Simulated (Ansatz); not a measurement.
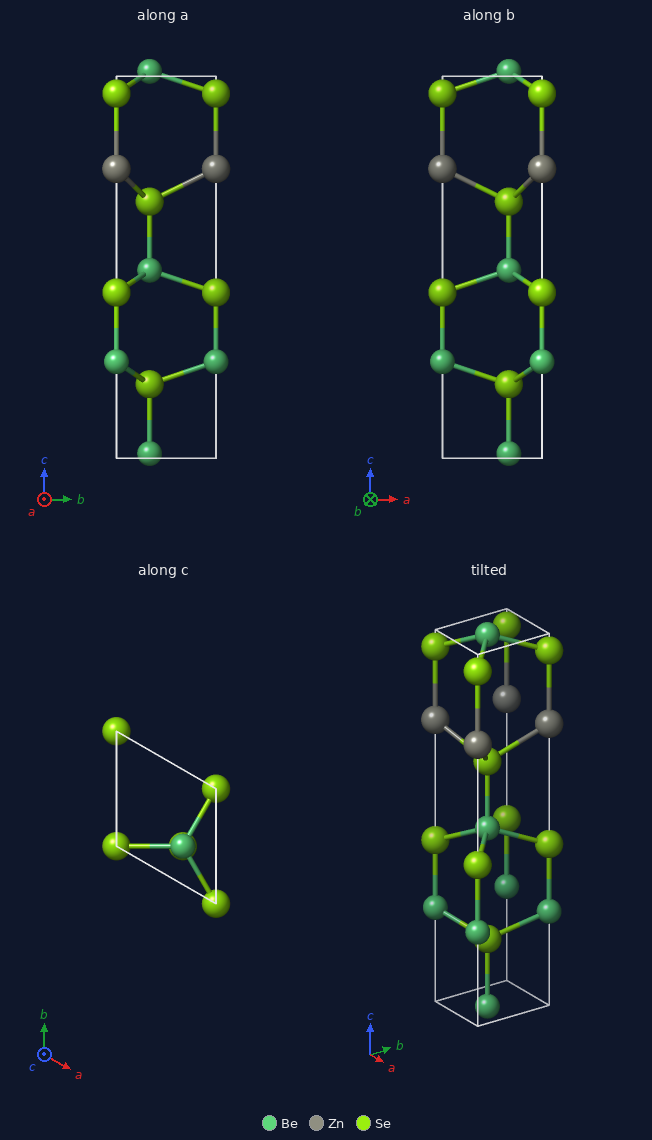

The figure gives a ball-and-stick picture of the atoms, viewed along the a axis, along the b axis, along the c axis and slightly off an axis. The conventional unit cell is drawn as a box.

Lattice parameters: a = 3.6664 Å, b = 3.6664 Å, c = 12.1870 Å, α = 90.000°, β = 90.000°, γ = 120.000°.

**Give the atomic positions as a CIF in P1 with every atom of the cell, with free fractional coordinates to two decimals.**

```cif
data_structure
_symmetry_space_group_name_H-M 'P 1'
_symmetry_Int_Tables_number 1
_cell_length_a 3.6664
_cell_length_b 3.6664
_cell_length_c 12.1870
_cell_angle_alpha 90.000
_cell_angle_beta 90.000
_cell_angle_gamma 120.000
_cell_volume 141.88
loop_
_atom_site_label
_atom_site_type_symbol
_atom_site_fract_x
_atom_site_fract_y
_atom_site_fract_z
_atom_site_occupancy
Be1 Be 0.6667 0.3333 0.01 1
Be2 Be 0.6667 0.3333 0.49 1
Be3 Be 0.00 0.00 0.25 1
Zn1 Zn 0.00 0.00 0.76 1
Se1 Se 0.6667 0.3333 0.19 1
Se2 Se 0.6667 0.3333 0.67 1
Se3 Se 0.00 0.00 0.43 1
Se4 Se 0.00 0.00 0.95 1
```

The starting point was a structure type filled with these elements by a generator (whether the compound takes this form wasn't checked). It was relaxed at fixed volume with DFT PBE, scalar-relativistic, plane waves, PAW (Ansatz).

At this level of theory the run's own cell isn't at rest (compressed, at 5 GPa), so its distances can differ from those at equilibrium, the more so the softer the solid.
